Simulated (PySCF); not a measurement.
```xyz
15

C     2.2659   -0.7457    0.1031
C     1.4102   -1.0220   -0.8653
Ge    0.0725    0.2897   -1.5013
As    0.4613    2.4631   -0.4933
S    -1.9680   -0.5902   -1.1846
C    -2.0265   -0.5560    0.6366
H     2.2768    0.2284    0.5801
H     2.9972   -1.4535    0.4655
H     1.4111   -2.0027   -1.3234
H     0.1571    0.2895   -3.0324
H    -0.9648    2.8621   -0.7261
H     0.0648    1.9125    0.8527
H    -1.1742   -1.0905    1.0481
H    -2.0401    0.4738    0.9875
H    -2.9478   -1.0506    0.9252
```

Geometry: GFN2-xTB.

These are results of CAM-B3LYP/def2-SVPD, SCF density, gas phase in PySCF 2.14.0, not measurements.

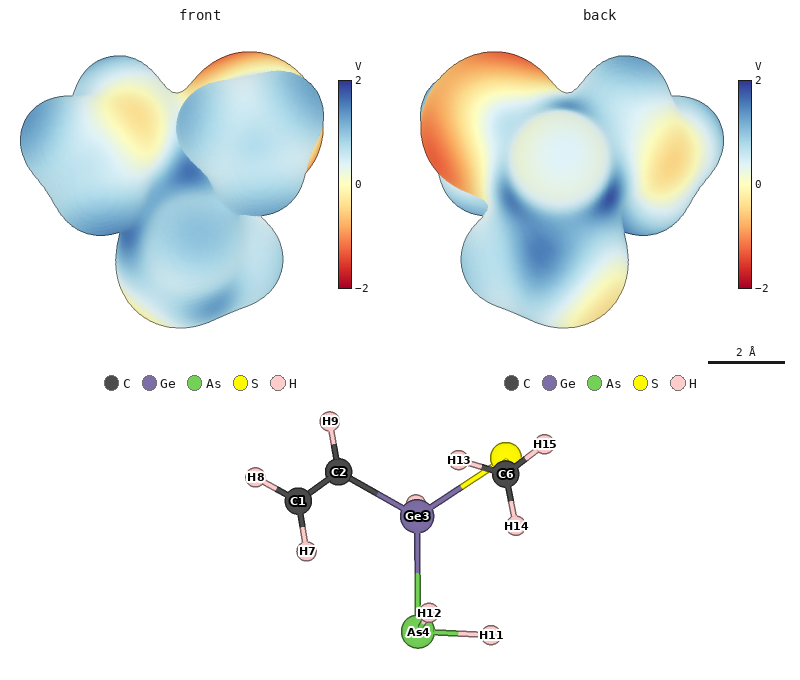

C3H9AsGeS. The electrostatic potential painted on the density surface at 0.004 e/bohr³, seen from the front and from behind; red is negative and blue positive. The bare structure is drawn below in the same view.

### Which sites attract a positive test charge, and which a negative one?

A positive charge is drawn to the negative regions and a negative charge to the positive ones. The most negative region (about −1.2 V) lies over S5, the most positive (about +1.6 V) over Ge3 and As4.

### How polar is the molecule by this calculation?

Its dipole moment is 1.86 D.
